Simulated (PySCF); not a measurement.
In(H)(Me)2(MeCN), C4H10InN, singlet at its GFN2-xTB optimised geometry (Å):

```
16

In    -0.2086    -0.5560     0.0000
H     -1.0143    -2.0505    -0.4015
C     -1.4148     1.3023     0.0000
H     -2.4074     1.1323     0.4160
H     -1.5301     1.7043    -1.0068
H     -0.9052     2.0505     0.6081
C      2.0080    -0.5560     0.0000
H      2.4065    -0.4306    -1.0069
H      2.4074    -1.4825     0.4121
H      2.3595     0.2767     0.6099
C     -1.2355    -2.8653     4.0743
C     -0.8370    -1.9223     3.0781
N     -0.5133    -1.1552     2.2929
H     -2.1193    -2.4965     4.5941
H     -0.4258    -3.0083     4.7893
H     -1.4680    -3.8156     3.5945
```

Calculation: PySCF with CAM-B3LYP/def2-TZVP, def2 effective core potentials past Kr. The core electrons that the potentials of In replace are not part of the density. Cells within 0.4 Å of a nucleus heavier than hydrogen are left out (blank, or x).

Map of the log10 of the electron density (e/bohr³), floored at −4 on the plane z = 0.0 Å:

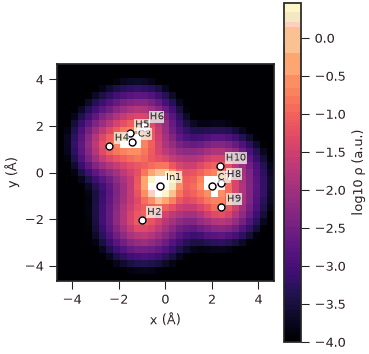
Fig. 1. Log10 of the electron density (e/bohr³), floored at −4 on the plane z = 0.0 Å.
